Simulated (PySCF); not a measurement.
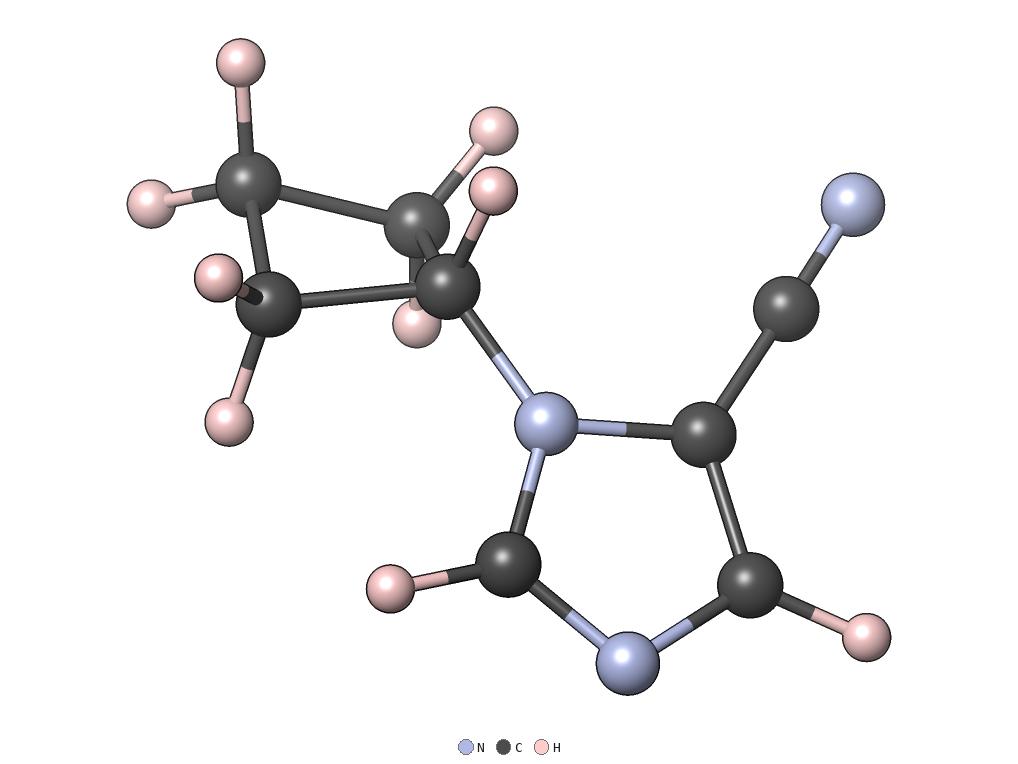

Ball-and-stick drawing of a structure. Every bond is drawn as one stick, whatever its order.

The geometry was computed by an optimisation with PBE0-D3(BJ)/def2-SVP. No frequency run is at hand to confirm it as a minimum.

Count the atoms of each element.

C₈H₉N₃, 20 atoms: 8 carbon, 9 hydrogen and 3 nitrogen.

Give a SMILES string for it.

N#Cc1cncn1C1CCC1

Count the bonded pairs by element.

9 C–H, 6 C–N, 6 C–C.

Does it have rings?

Independent rings (smallest set): 1 of 4 members, 1 of 5 members, 1 of them aromatic.

The parts below concern this one geometry. Atoms keep their numbers from picture to picture.

## Symmetry

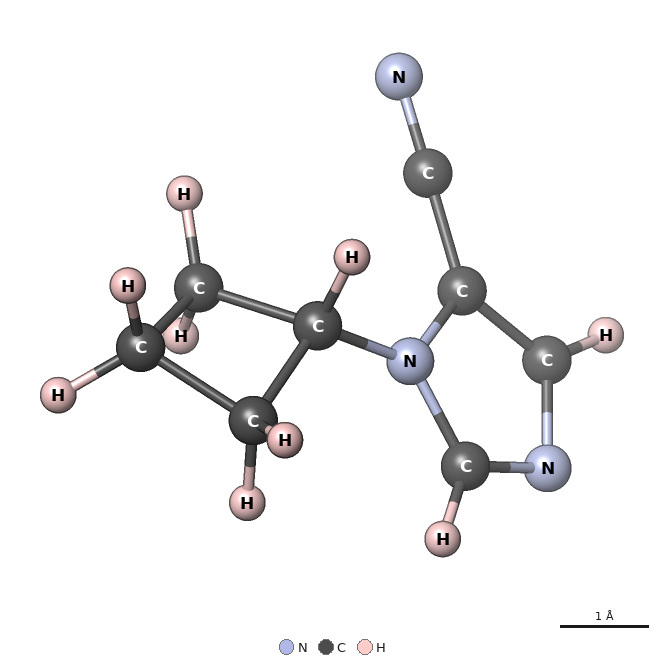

Distant atoms are faded towards the background colour. No frequency run is at hand to confirm it as a minimum. Masses are those of the most abundant isotopes; constants are for the rigid equilibrium geometry.

Classify the rotor and give the rotational constants (MHz).

An asymmetric top (C1): A = 1671, B = 1009, C = 659 MHz. Ray's parameter κ is −0.31, nearer the prolate limit.

## Electronic properties

No frequency run is at hand to confirm it as a minimum. Properties computed with PBE0/pcSseg-1 in benzene (IEF-PCM) (PySCF 2.14.0).

Estimate the HOMO energy (Kohn–Sham orbital).

−7.25 eV.

What is the dipole moment?

4.93 D.

What is the LUMO energy (Kohn–Sham orbital)?

−1.04 eV.

## NMR shielding

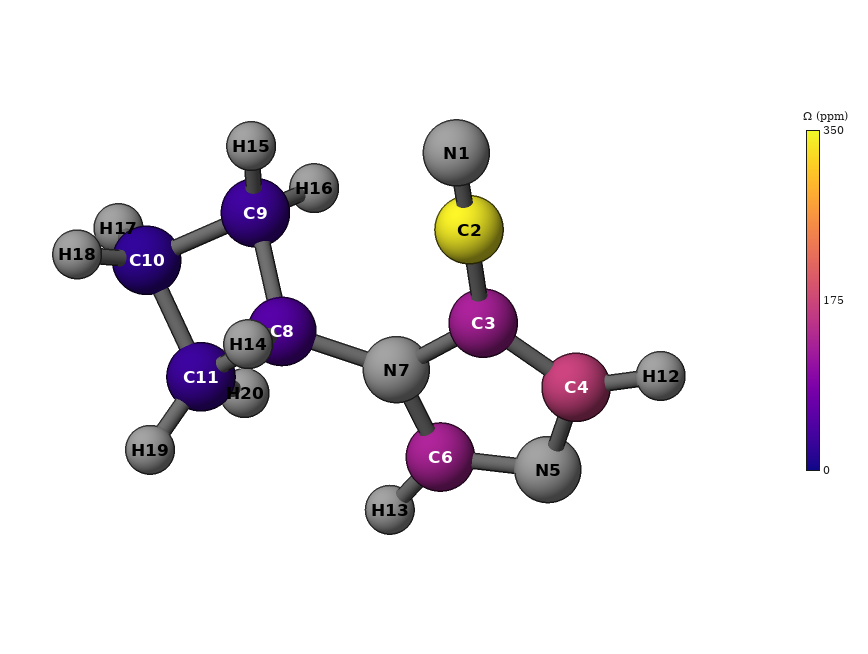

The C atoms are coloured by the span of their shielding tensor. No frequency run is at hand to confirm it as a minimum. Level of theory: GIAO PBE0/pcSseg-1 NMR shielding, non-relativistic, IEF-PCM benzene (PySCF 2.14.0). Principal shieldings σ11 ≤ σ22 ≤ σ33, span Ω = σ33 − σ11, skew κ = 3(σiso − σ22)/Ω.

Which C atom has the most anisotropic shielding?

C2, with a span of 339 ppm.

Give the shielding tensors of the C atoms.

```
atom    σ11    σ22    σ33   σiso      Ω      κ
  C2  −50.6  −41.4  288.4   65.5  339.1   0.95
  C3    4.9   90.7  134.4   76.7  129.5  −0.33
  C4  −44.7   30.5  123.7   36.5  168.5   0.11
  C6  −20.9   39.4  111.1   43.2  132.0   0.09
  C8  112.1  126.3  162.7  133.7   50.6   0.44
  C9  137.9  145.3  171.1  151.4   33.3   0.56
 C10  155.5  168.6  178.0  167.4   22.6  −0.16
 C11  141.5  155.2  171.8  156.2   30.4   0.10
```

Shieldings and span in ppm.

## Ring current

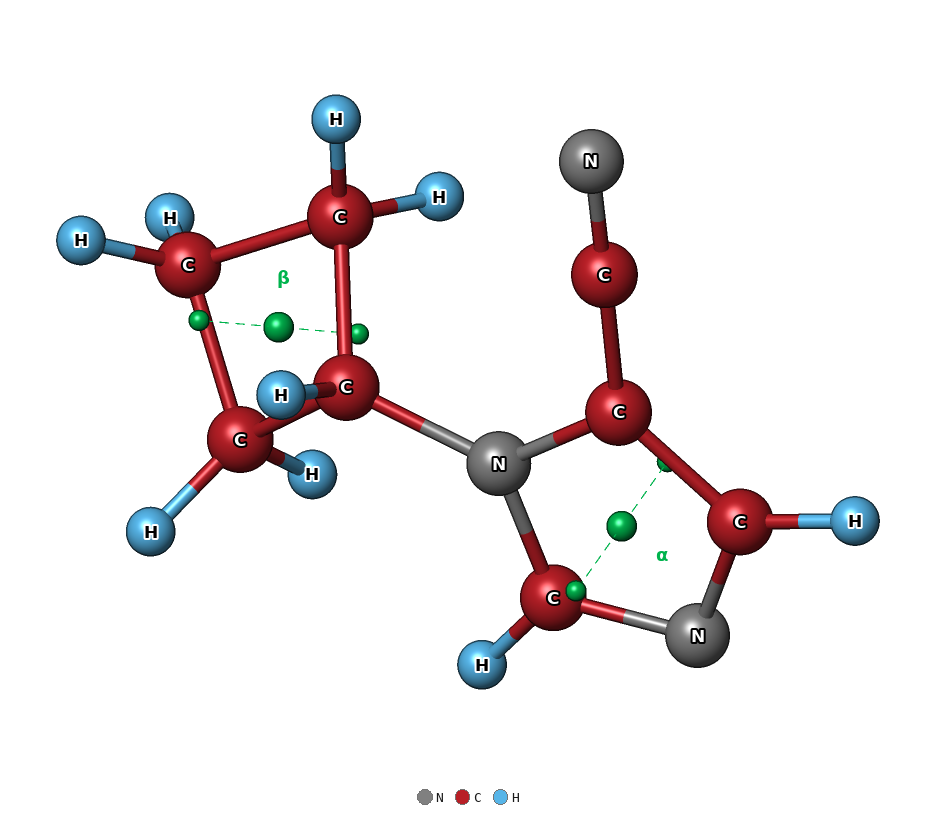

The small points mark where nucleus-independent chemical shifts (NICS) were computed: at the centre of each lettered ring and 1 Å above and below it. No frequency run is at hand to confirm it as a minimum. Properties computed with GIAO PBE0/pcSseg-1 NMR shielding, non-relativistic, IEF-PCM acetonitrile (PySCF 2.14.0).

Give NICS(0), NICS(1) and the out-of-plane component NICS(1)zz for each ring (means of the two sides).

| ring | members | NICS(0) | NICS(1) | NICS(1)zz |
| --- | --- | --- | --- | --- |
| α | C3N2 | −13.3 | −11.2 | −28.3 |
| β | C4 | −3.8 | −2.0 | 3.2 |

Values in ppm.

What do the values say about the ring currents?

Ring α: diatropic, as in an aromatic ring. NICS is one index among several.

## Charges

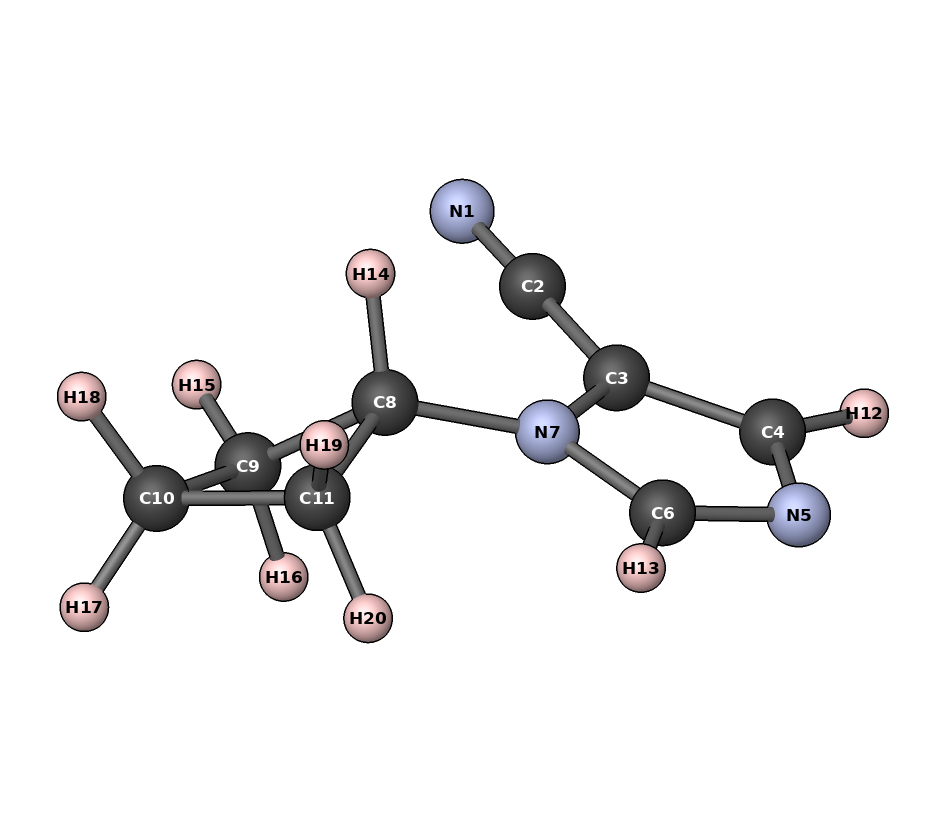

The questions are on ESP-fitted charges. No frequency run is at hand to confirm it as a minimum. Method: PBE0/pcSseg-1 in acetonitrile (IEF-PCM) (PySCF 2.14.0).

Which atom carries the highest charge (most positive or least negative)?

C2 (0.44 e).

And the lowest?

N5 (−0.69 e).

Give the ESP-fitted charges atom by atom.

| atom | value (e) |
| --- | --- |
| N1 | −0.53 |
| C2 | 0.44 |
| C3 | −0.30 |
| C4 | 0.26 |
| N5 | −0.69 |
| C6 | 0.37 |
| N7 | −0.04 |
| C8 | 0.06 |
| C9 | −0.22 |
| C10 | −0.13 |
| C11 | −0.20 |
| H12 | 0.13 |
| H13 | 0.09 |
| H14 | 0.14 |
| H15 | 0.10 |
| H16 | 0.13 |
| H17 | 0.08 |
| H18 | 0.09 |
| H19 | 0.08 |
| H20 | 0.13 |
